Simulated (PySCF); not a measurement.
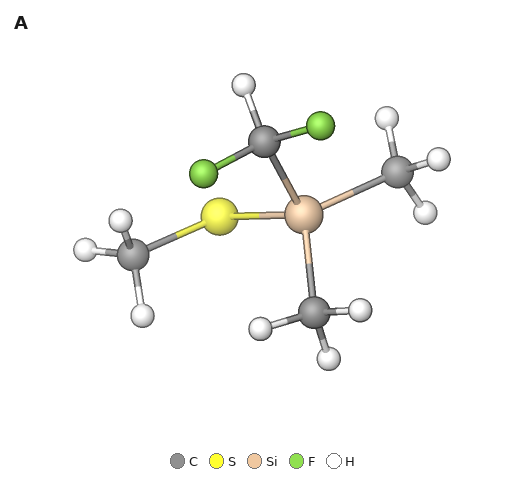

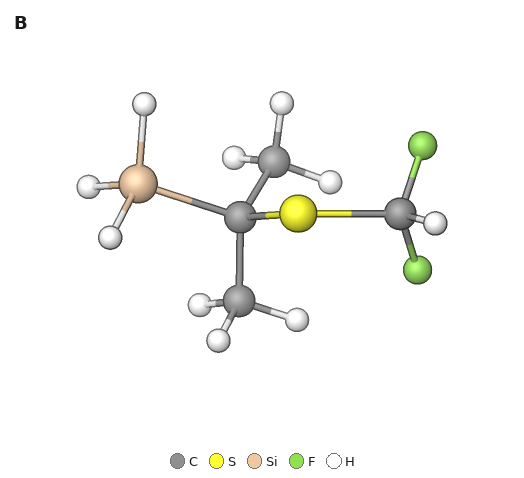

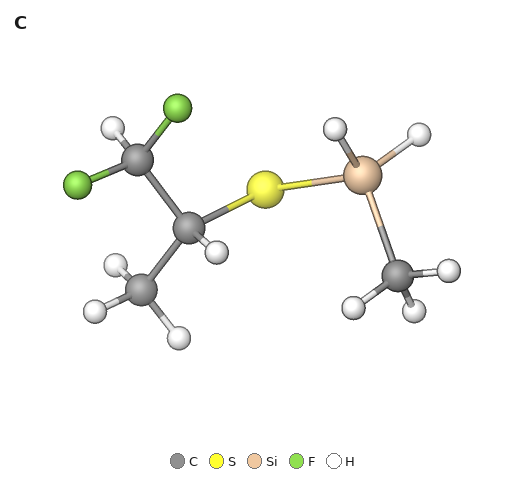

3 stationary structures of one formula. Geometries: GFN2-xTB. Electronic energies: PBE0/pcSseg-1 (PySCF 2.14.0), without zero-point energy. No frequency run is at hand to confirm each as a minimum. Each is one conformer, not always the lowest.

> Which is lowest in energy, and by how much?

A is lowest; C lies 32.5 kJ/mol above it, B lies 169.0 kJ/mol above it. A is `CS[Si](C)(C)C(F)F`, B is `CC(C)([SiH3])SC(F)F`, C is `C[SiH2]S[C@H](C)C(F)F`.

The geometry is semi-empirical. Around Si such bond lengths and angles can be off by a tenth of an ångström or more and by several degrees, and values that hang on the shape move with them.
